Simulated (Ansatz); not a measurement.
**SiH₄ (singlet): one geometry, many settings at scale of all distances = 1.000**

What do other methods and options give for SiH₄ (singlet) at this geometry, and how long do they take?

Computed with Ansatz 0.2.0, Gaussian basis. Level: the settings change from run to run.

17 further runs of the same task are left out: 1 for a known fault of the program, 12 that didn't finish, 4 set aside as unsound or not needed.

### 1 The geometry

The geometry derives from a PBE0/def2-TZVP stationary point (not a proven minimum). All distances are scaled together.

5 atoms, charge 0, spin multiplicity 1.

Atoms are counted from 1 here; the program's logs count them from 0.

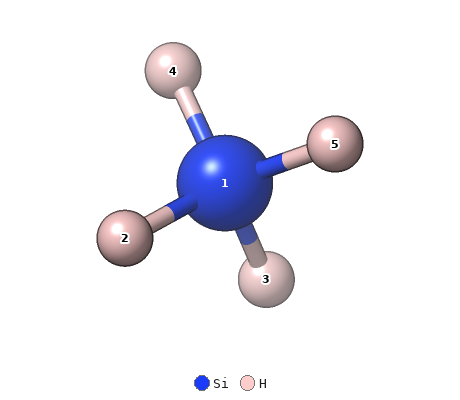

The geometry (silicon blue, hydrogen pink); atoms are numbered from 1 in the order of the file.

### 2 CCSD on RHF/cc-pVDZ

File in.yaml:

```yaml
crystal:
  periodic: [false, false, false]
  atoms:
    - {symbol: Si, position_ang: [0.000000, 0.000000, 0.000000]}
    - {symbol: H, position_ang: [0.855850, 0.858745, 0.856831]}
    - {symbol: H, position_ang: [-0.859551, -0.854424, 0.857445]}
    - {symbol: H, position_ang: [-0.854730, 0.855535, -0.861149]}
    - {symbol: H, position_ang: [0.858431, -0.859856, -0.853127]}
basis:
  gaussian: {orbitals: cc-pVDZ}
magnetization: {spin_polarized: false}
correlation: {method: ccsd, electrons: valence}
```

On the command line:

```bash
$ ansatz run in.yaml --threads 1 --pin off --events-out ev --progress --plain --max-ram 2393MiB
```

Standard output:

```text
Functional definition: HF
  name "HF"
  cite "Fock, Z. Phys. 61, 126 (1930) doi:10.1007/BF01340294"
  parent pbe
  exchange = exact_x
  correlation = 0
353 factors; integrals over basis functions are off by at most 1.0e-3 eV
mean field evaluation 1: about -7924.5766 eV, gradient 9.5e0 eV
mean field evaluation 2: about -7924.5776 eV, gradient 9.5e0 eV
mean field evaluation 4: about -7925.1226 eV, gradient 3.1e-1 eV
mean field evaluation 8: about -7925.1232 eV, gradient 1.7e-5 eV
mean field evaluation 16: about -7925.1232 eV, gradient 4.0e-7 eV
mean field -7925.12316109 eV, -291.2429043285 hartree, gradient 4.0e-7 eV, S^2 0.000000; 0 other end points of the search recorded, 0 dependent functions left out
5 core orbitals not correlated: weight in the atoms' cores, before any rotation towards them, 1.000 or more for the frozen orbitals, at most 0.000 for the correlated occupied ones
reference -7925.12316109 eV, -291.2429043285 hartree; 4, 4 occupied and 29, 29 virtual orbitals, 353 factors
second order -3.16740707 eV of doubles, -0.00000000 eV of singles
cycle   1  -3.79083561 eV  change   -6.2e-1 eV  update   5.4e-2
cycle   2  -4.00836206 eV  change   -2.2e-1 eV  update   1.8e-2
cycle   3  -4.01195339 eV  change   -3.6e-3 eV  update   4.0e-3
cycle   4  -4.01119801 eV  change    7.6e-4 eV  update   1.0e-3
cycle   5  -4.01098155 eV  change    2.2e-4 eV  update   3.0e-4
cycle   6  -4.01092328 eV  change    5.8e-5 eV  update   5.3e-5
cycle   7  -4.01094412 eV  change   -2.1e-5 eV  update   7.9e-6
cycle   8  -4.01094263 eV  change    1.5e-6 eV  update   1.8e-6
Total energy: -7929.13410372 eV, -291.3903037516 hartree
```

Run time: 0.21 s. Hardware: 1 thread of Intel Xeon Platinum 8488C, shared host.

From the report: correlation -4.0109 eV; T1 0.010; largest double amplitude 0.03.

### 3 CCSD(T) on UHF/def2-mTZVP

in.yaml: that of step 2 with these lines changed.

```diff
@@ -9,4 +9,6 @@
 basis:
-  gaussian: {orbitals: cc-pVDZ}
-magnetization: {spin_polarized: false}
-correlation: {method: ccsd, electrons: valence}
+  gaussian: {orbitals: def2-mTZVP}
+magnetization: {spin_polarized: true, initial_magnetization: 0}
+hamiltonian: {pseudopotentials: {relativity: none}}
+correlation: {method: ccsd_t, electrons: valence}
+output: {forces: true}
```

Same command.

Standard output, cut to the lines that bear on the results:

```text
Functional definition: HF
  name "HF"
  cite "Fock, Z. Phys. 61, 126 (1930) doi:10.1007/BF01340294"
  parent pbe
[...]
329 factors; integrals over basis functions are off by at most 5.8e-4 eV
[...]
mean field -7925.09031521 eV, -291.2416972647 hartree, gradient 8.2e-7 eV, S^2 0.000000; 1 other end points of the search recorded, 0 dependent functions left out
5 core orbitals not correlated: weight in the atoms' cores, before any rotation towards them, 1.000 or more for the frozen orbitals, at most 0.000 for the correlated occupied ones
reference -7925.09031521 eV, -291.2416972647 hartree; 4, 4 occupied and 25, 25 virtual orbitals, 329 factors
second order -2.26503462 eV of doubles, -0.00000000 eV of singles
cycle   1  -2.71571286 eV  change   -4.5e-1 eV  update   5.4e-2
[...]
cycle   8  -2.93110256 eV  change   -3.5e-6 eV  update   3.2e-6
perturbative correction -0.05878657 eV, -0.0021603665 hartree
[...]
Total energy: -7928.08020433 eV, -291.3515736635 hartree
Atom 0 at     0.000000     0.000000     0.000000 Å, force     0.000000    -0.000000    -0.000003 eV/Å
Atom 1 at     0.855850     0.858745     0.856831 Å, force     0.025115     0.025200     0.025143 eV/Å
Atom 2 at    -0.859551    -0.854424     0.857445 Å, force    -0.025223    -0.025073     0.025161 eV/Å
Atom 3 at    -0.854730     0.855535    -0.861149 Å, force    -0.025080     0.025103    -0.025269 eV/Å
Atom 4 at     0.858431    -0.859856    -0.853127 Å, force     0.025188    -0.025230    -0.025033 eV/Å
Dipole moment:    -0.000000    -0.000000     0.000000 e Å
```

It took 0.69 s on 1 thread of Intel Xeon Platinum 8488C, shared host.

From the report: ⟨S²⟩ of the determinant 0.000 (pure singlet: 0.00); correlation -2.9899 eV; T1 0.013; largest double amplitude 0.03.

### 4 HF/6-31++G**

in.yaml: that of step 3 with these lines changed.

```diff
@@ -9,6 +9,5 @@
 basis:
-  gaussian: {orbitals: def2-mTZVP}
-magnetization: {spin_polarized: true, initial_magnetization: 0}
-hamiltonian: {pseudopotentials: {relativity: none}}
-correlation: {method: ccsd_t, electrons: valence}
-output: {forces: true}
+  gaussian: {orbitals: "6-31++G**"}
+magnetization: {spin_polarized: false}
+hamiltonian: {xc: hf}
+output: {forces: true, orbitals: {seedname: orbitals}}
```

Same command.

Standard output, cut to the lines that bear on the results:

```text
Functional definition: HF
  name "HF"
  cite "Fock, Z. Phys. 61, 126 (1930) doi:10.1007/BF01340294"
  parent pbe
[...]
417 factors; integrals over basis functions are off by at most 9.2e-4 eV
[...]
mean field -7924.82378366 eV, -291.2319024111 hartree, gradient 1.3e-5 eV, S^2 0.000000; 0 other end points of the search recorded, 0 dependent functions left out
[...]
reference -7924.82378366 eV, -291.2319024111 hartree; 9, 9 occupied and 38, 38 virtual orbitals, 417 factors
Total energy: -7924.82378366 eV, -291.2319024111 hartree
Atom 0 at     0.000000     0.000000     0.000000 Å, force     0.000000    -0.000000    -0.000003 eV/Å
Atom 1 at     0.855850     0.858745     0.856831 Å, force    -0.106892    -0.107254    -0.107015 eV/Å
Atom 2 at    -0.859551    -0.854424     0.857445 Å, force     0.107354     0.106714    -0.107091 eV/Å
Atom 3 at    -0.854730     0.855535    -0.861149 Å, force     0.106755    -0.106855     0.107556 eV/Å
Atom 4 at     0.858431    -0.859856    -0.853127 Å, force    -0.107217     0.107395     0.106554 eV/Å
Dipole moment:    -0.000000     0.000000     0.000000 e Å
```

Run time: 0.24 s. Hardware: 1 thread of Intel Xeon Platinum 8488C, shared host.

### 5 CCSDT(Q) on RHF/def2-mTZVP

in.yaml: that of step 4 with these lines changed.

```diff
@@ -9,5 +9,5 @@
 basis:
-  gaussian: {orbitals: "6-31++G**"}
+  gaussian: {orbitals: def2-mTZVP}
 magnetization: {spin_polarized: false}
-hamiltonian: {xc: hf}
-output: {forces: true, orbitals: {seedname: orbitals}}
+correlation: {method: ccsdt_q, electrons: outside_noble_gas}
+scf: {lower_state_search: full}
```

Same command.

Standard output, cut to the lines that bear on the results:

```text
Functional definition: HF
  name "HF"
  cite "Fock, Z. Phys. 61, 126 (1930) doi:10.1007/BF01340294"
  parent pbe
[...]
587 factors; integrals over basis functions are off by at most 1.3e-7 eV
[...]
mean field -7925.09032389 eV, -291.2416975839 hartree, gradient 2.6e-6 eV, S^2 0.000000; 0 other end points of the search recorded, 0 dependent functions left out
5 core orbitals not correlated: weight in the atoms' cores, before any rotation towards them, 1.000 or more for the frozen orbitals, at most 0.000 for the correlated occupied ones
reference -7925.09032389 eV, -291.2416975839 hartree; 4, 4 occupied and 25, 25 virtual orbitals, 587 factors
second order -2.26506834 eV of doubles, -0.00000000 eV of singles
cycle   1  -2.71572084 eV  change   -4.5e-1 eV  update   5.8e-2
[...]
cycle  10  -3.00604411 eV  change    3.1e-7 eV  update   7.5e-7
perturbative correction -0.00063697 eV, -0.0000234083 hartree
Total energy: -7928.09700498 eV, -291.3521910757 hartree
```

Run time: 0.81 s. Hardware: 1 thread of Intel Xeon Platinum 8488C, shared host.

From the report: correlation -3.0067 eV; T1 0.013; largest double amplitude 0.03.

### 6 CCSDTQ on RHF/STO-3G

in.yaml: that of step 5 with these lines changed.

```diff
@@ -9,5 +9,4 @@
 basis:
-  gaussian: {orbitals: def2-mTZVP}
+  gaussian: {orbitals: STO-3G}
 magnetization: {spin_polarized: false}
-correlation: {method: ccsdt_q, electrons: outside_noble_gas}
-scf: {lower_state_search: full}
+correlation: {method: ccsdtq, electrons: outside_noble_gas, diis_vectors: 1}
```

Launched as before.

Standard output, cut to the lines that bear on the results:

```text
Functional definition: HF
  name "HF"
  cite "Fock, Z. Phys. 61, 126 (1930) doi:10.1007/BF01340294"
  parent pbe
[...]
204 factors; integrals over basis functions are off by at most 2.2e-8 eV
[...]
mean field -7834.40475904 eV, -287.9090645445 hartree, gradient 8.6e-6 eV, S^2 0.000000; 1 other end points of the search recorded, 0 dependent functions left out
5 core orbitals not correlated: weight in the atoms' cores, before any rotation towards them, 1.000 or more for the frozen orbitals, at most 0.000 for the correlated occupied ones
reference -7834.40475904 eV, -287.9090645445 hartree; 4, 4 occupied and 4, 4 virtual orbitals, 204 factors
second order -1.26826206 eV of doubles, -0.00000000 eV of singles
cycle   1  -1.68514645 eV  change   -4.2e-1 eV  update   5.4e-2
[...]
cycle  12  -1.93463501 eV  change   -5.9e-7 eV  update   1.2e-7
Total energy: -7836.33939405 eV, -287.9801610697 hartree
```

Wall time 0.69 s (1 thread of Intel Xeon Platinum 8488C, shared host).

From the report: correlation -1.9346 eV; T1 0.003; largest double amplitude 0.07.

### 7 CCSD on RHF/cc-pVTZ

in.yaml: that of step 6 with these lines changed.

```diff
@@ -9,4 +9,7 @@
 basis:
-  gaussian: {orbitals: STO-3G}
+  gaussian: {orbitals: cc-pVTZ, point_charges: [{charge: -1.00, position_ang: [4.122, 0.614, -0.073]}]}
 magnetization: {spin_polarized: false}
-correlation: {method: ccsdtq, electrons: outside_noble_gas, diis_vectors: 1}
+hamiltonian: {pseudopotentials: {relativity: none}}
+correlation: {method: ccsd, electrons: valence}
+scf: {lower_state_search: light}
+output: {forces: true}
```

Launched as before.

Standard output, cut to the lines that bear on the results:

```text
Functional definition: HF
  name "HF"
  cite "Fock, Z. Phys. 61, 126 (1930) doi:10.1007/BF01340294"
  parent pbe
[...]
500 factors; integrals over basis functions are off by at most 4.6e-4 eV
[...]
mean field -7925.70457470 eV, -291.2642708845 hartree, gradient 6.6e-7 eV, S^2 0.000000; 0 other end points of the search recorded, 0 dependent functions left out
5 core orbitals not correlated: weight in the atoms' cores, before any rotation towards them, 1.000 or more for the frozen orbitals, at most 0.000 for the correlated occupied ones
reference -7925.70457470 eV, -291.2642708845 hartree; 4, 4 occupied and 81, 81 virtual orbitals, 500 factors
second order -3.89687903 eV of doubles, -0.00000000 eV of singles
cycle   1  -4.48746692 eV  change   -5.9e-1 eV  update   5.5e-2
[...]
cycle   8  -4.70853265 eV  change   -8.0e-7 eV  update   3.9e-6
[...]
Total energy: -7930.41310734 eV, -291.4373062677 hartree
Atom 0 at     0.000000     0.000000     0.000000 Å, force     0.800311     0.121510     0.022574 eV/Å
Atom 1 at     0.855850     0.858745     0.856831 Å, force    -0.183031    -0.070233    -0.048392 eV/Å
Atom 2 at    -0.859551    -0.854424     0.857445 Å, force    -0.166489    -0.023110    -0.012827 eV/Å
Atom 3 at    -0.854730     0.855535    -0.861149 Å, force    -0.158118    -0.032165    -0.001246 eV/Å
Atom 4 at     0.858431    -0.859856    -0.853127 Å, force    -0.193062     0.015040     0.038776 eV/Å
Dipole moment:     0.225526     0.035383     0.001046 e Å
```

Run time: 3.5 s. Hardware: 1 thread of Intel Xeon Platinum 8488C, shared host; peak memory 0.29 GiB.

From the report: correlation -4.7085 eV; T1 0.011; largest double amplitude 0.03.

### 8 MP2 on UHF/cc-pVDZ

File in.yaml:

```yaml
crystal:
  periodic: [false, false, false]
  atoms:
    - {symbol: Si, position_ang: [0.000000, 0.000000, 0.000000]}
    - {symbol: H, position_ang: [0.855850, 0.858745, 0.856831]}
    - {symbol: H, position_ang: [-0.859551, -0.854424, 0.857445]}
    - {symbol: H, position_ang: [-0.854730, 0.855535, -0.861149]}
    - {symbol: H, position_ang: [0.858431, -0.859856, -0.853127]}
basis:
  gaussian: {orbitals: cc-pVDZ, fitting: {mean_field: def2-universal-jkfit}}
magnetization: {spin_polarized: true, initial_magnetization: 0}
correlation: {method: mp2, electrons: outside_noble_gas}
```

Launched as before.

Standard output:

```text
Functional definition: HF
  name "HF"
  cite "Fock, Z. Phys. 61, 126 (1930) doi:10.1007/BF01340294"
  parent pbe
  exchange = exact_x
  correlation = 0
200 factors; integrals over basis functions are off by at most 3.5e-1 eV
mean field evaluation 1: about -7924.5783 eV, gradient 6.7e0 eV
mean field evaluation 2: about -7925.0750 eV, gradient 1.8e0 eV
mean field evaluation 4: about -7925.1226 eV, gradient 2.2e-1 eV
mean field evaluation 8: about -7925.1233 eV, gradient 1.4e-6 eV
mean field -7925.12327046 eV, -291.2429083481 hartree, gradient 1.4e-6 eV, S^2 0.000000; 0 other end points of the search recorded, 0 dependent functions left out
5 core orbitals not correlated: weight in the atoms' cores, before any rotation towards them, 1.000 or more for the frozen orbitals, at most 0.000 for the correlated occupied ones
reference -7925.12327046 eV, -291.2429083481 hartree; 4, 4 occupied and 29, 29 virtual orbitals, 200 factors
second order -3.15427460 eV of doubles, -0.00000000 eV of singles
Total energy: -7928.27754507 eV, -291.3588258018 hartree
```

It took 0.12 s on 1 thread of Intel Xeon Platinum 8488C, shared host.

From the report: ⟨S²⟩ of the determinant 0.000 (pure singlet: 0.00).

### 9 CCSD(T) on RHF/def2-mTZVP

in.yaml: that of step 8 with these lines changed.

```diff
@@ -9,4 +9,5 @@
 basis:
-  gaussian: {orbitals: cc-pVDZ, fitting: {mean_field: def2-universal-jkfit}}
-magnetization: {spin_polarized: true, initial_magnetization: 0}
-correlation: {method: mp2, electrons: outside_noble_gas}
+  gaussian: {orbitals: def2-mTZVP}
+magnetization: {spin_polarized: false}
+correlation: {method: ccsd_t, electrons: outside_noble_gas}
+scf: {lower_state_search: light}
```

The command is unchanged.

Standard output, cut to the lines that bear on the results:

```text
Functional definition: HF
  name "HF"
  cite "Fock, Z. Phys. 61, 126 (1930) doi:10.1007/BF01340294"
  parent pbe
[...]
329 factors; integrals over basis functions are off by at most 5.8e-4 eV
[...]
mean field -7925.09031521 eV, -291.2416972647 hartree, gradient 2.4e-6 eV, S^2 0.000000; 1 other end points of the search recorded, 0 dependent functions left out
5 core orbitals not correlated: weight in the atoms' cores, before any rotation towards them, 1.000 or more for the frozen orbitals, at most 0.000 for the correlated occupied ones
reference -7925.09031521 eV, -291.2416972647 hartree; 4, 4 occupied and 25, 25 virtual orbitals, 329 factors
second order -2.26503462 eV of doubles, -0.00000000 eV of singles
cycle   1  -2.71571286 eV  change   -4.5e-1 eV  update   5.4e-2
[...]
cycle   8  -2.93110262 eV  change   -4.2e-6 eV  update   3.2e-6
perturbative correction -0.05878656 eV, -0.0021603664 hartree
Total energy: -7928.08020440 eV, -291.3515736657 hartree
```

Run time: 0.24 s. Hardware: 1 thread of Intel Xeon Platinum 8488C, shared host.

From the report: correlation -2.9899 eV; T1 0.013; largest double amplitude 0.03.

### 10 CASSCF(4,8)/cc-pVDZ

in.yaml: that of step 9 with these lines changed.

```diff
@@ -9,5 +9,4 @@
 basis:
-  gaussian: {orbitals: def2-mTZVP}
-magnetization: {spin_polarized: false}
-correlation: {method: ccsd_t, electrons: outside_noble_gas}
-scf: {lower_state_search: light}
+  gaussian: {orbitals: cc-pVDZ}
+correlation: {active_space: {window: {electrons: 4, orbitals: 8}, states: [{multiplicity: 1, weights: [1, 0.5, 1]}, {multiplicity: 3, weights: [1]}], root: 0}}
+output: {forces: true}
```

Launched as before.

Standard output, cut to the lines that bear on the results:

```text
Functional definition: HF
  name "HF"
  cite "Fock, Z. Phys. 61, 126 (1930) doi:10.1007/BF01340294"
  parent pbe
[...]
719 factors; integrals over basis functions are off by at most 1.9e-7 eV
[...]
mean field -7925.12319541 eV, -291.2429055900 hartree, gradient 2.8e-6 eV, S^2 0.000000; 0 other end points of the search recorded, 0 dependent functions left out
reference -7925.12319541 eV, -291.2429055900 hartree; 9, 9 occupied and 29, 29 virtual orbitals, 719 factors
state -7925.94245836 eV, -291.2730129478 hartree
state -7915.92272337 eV, -290.9047944789 hartree
state -7915.58732302 eV, -290.8924687430 hartree
state -7916.75486911 eV, -290.9353752707 hartree
[...]
WARN: the results are in doubt because the forces break the atoms' symmetry
Total energy: -7925.94245836 eV, -291.2730129478 hartree
Atom 0 at     0.000000     0.000000     0.000000 Å, force    -0.157860     0.158024    -0.115140 eV/Å
Atom 1 at     0.855850     0.858745     0.856831 Å, force    -0.052053    -0.091968     0.104188 eV/Å
Atom 2 at    -0.859551    -0.854424     0.857445 Å, force     0.092073     0.051971     0.104136 eV/Å
Atom 3 at    -0.854730     0.855535    -0.861149 Å, force    -0.402457     0.402978    -0.010142 eV/Å
Atom 4 at     0.858431    -0.859856    -0.853127 Å, force     0.520297    -0.521005    -0.083041 eV/Å
Dipole moment:     0.043360    -0.043407     0.027335 e Å
In doubt: the forces break the atoms' symmetry
```

Run time: 4 s. Hardware: 1 thread of Intel Xeon Platinum 8488C, shared host.

From the report: 784 determinants; active occupations (of the averaged states) 1.87, 1.36, 0.44, 0.14, 0.14, 0.03, 0.01, 0.01. Mind the lines of doubt at the end of the log.

### 11 All runs side by side

Where basis and cores are those of an earlier RCCSDT(Q)/cc-pVDZ run (-7929.2183 eV), and the state is the same kind, the miss against it is given. † marks a result that the program doubts.

| level | correlated | functions | energy (eV) | from RCCSDT(Q) (meV) | time |
| --- | --- | --- | --- | --- | --- |
| CCSD on RHF/cc-pVDZ | valence | 38 | -7929.1341 | 84.2 | 0.21 s |
| CCSD(T) on UHF/def2-mTZVP | valence | 34 | -7928.0802 |  | 0.69 s |
| HF/6-31++G** |  | 47 | -7924.8238 |  | 0.24 s |
| CCSDT(Q) on RHF/def2-mTZVP | outside noble gas | 34 | -7928.0970 |  | 0.81 s |
| CCSDTQ on RHF/STO-3G | outside noble gas | 13 | -7836.3394 |  | 0.69 s |
| CCSD on RHF/cc-pVTZ (beside a point charge) | valence | 90 | -7930.4131 |  | 3.5 s |
| MP2 on UHF/cc-pVDZ | outside noble gas | 38 | -7928.2775 | 940.8 | 0.12 s |
| CCSD(T) on RHF/def2-mTZVP | outside noble gas | 34 | -7928.0802 |  | 0.24 s |
| CASSCF(4,8)/cc-pVDZ (lowest root of an average) † |  | 38 | -7925.9425 |  | 4 s |

### 12 Summary of results

| quantity | value |
| --- | --- |
| runs | 9 |
| quickest | MP2 on UHF/cc-pVDZ, 0.12 s |
| slowest | CASSCF(4,8)/cc-pVDZ (lowest root of an average) †, 4 s |

Total energies in different bases, with other cores or another treatment of relativity can't be set against each other. CASSCF(4,8)/cc-pVDZ (lowest root of an average) † took 33 times as long as MP2 on UHF/cc-pVDZ; the jobs differ in more than the method. Among the correlated runs with a miss given, it spans +84 to +941 meV.
